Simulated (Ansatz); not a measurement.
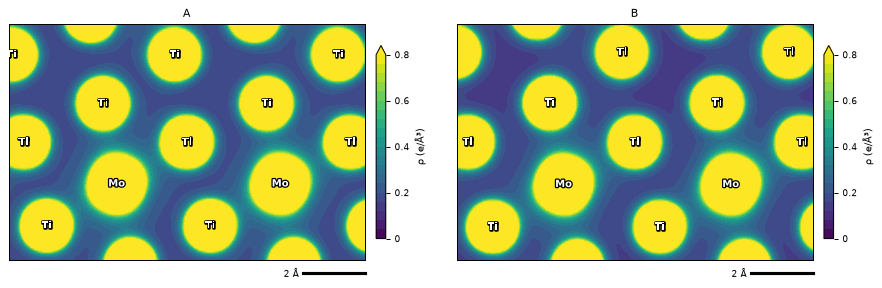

Ti$_{4}$Mo. The valence charge density (pseudo) of two cells that differ in size and shape, on the (101) plane of each (indices in the axes of the calculation cell), at one length scale and on one colour scale: B has 17.4 Å³ an atom and A 16.4.

Space group I4/m; a generated structure, not necessarily the stable one; computed without spin polarisation.

Computed with DFT PBE, scalar-relativistic, plane waves, PAW in Ansatz.

The density is the valence pseudo-density of a PAW calculation; it isn't the true density close to the nuclei.

The larger cell:

```cif
data_structure
_symmetry_space_group_name_H-M 'P 1'
_symmetry_Int_Tables_number 1
_cell_length_a 5.4336
_cell_length_b 5.4336
_cell_length_c 5.4336
_cell_angle_alpha 95.078
_cell_angle_beta 95.078
_cell_angle_gamma 145.385
_cell_volume 87.00
loop_
_atom_site_label
_atom_site_type_symbol
_atom_site_fract_x
_atom_site_fract_y
_atom_site_fract_z
_atom_site_occupancy
Ti1 Ti 0.22121 0.59058 0.81179 1
Ti2 Ti 0.59058 0.77879 0.36937 1
Ti3 Ti 0.40942 0.22121 0.63063 1
Ti4 Ti 0.77879 0.40942 0.18821 1
Mo1 Mo 0.00000 0.00000 0.00000 1
```

The smaller cell: a = 5.315 Å, b = 5.315 Å, c = 5.315 Å, α = 95.15°, β = 95.15°, γ = 145.12°.

Question: What changes from the larger cell to the smaller?

Answer: From the larger cell to the smaller, Ti–Ti goes from 2.87 to 2.82 Å, and the density at its midpoint from 0.18 to 0.19 e/Å³; Ti–Mo goes from 2.69 to 2.66 Å; the pressure goes from −3.3 to 3.8 GPa.
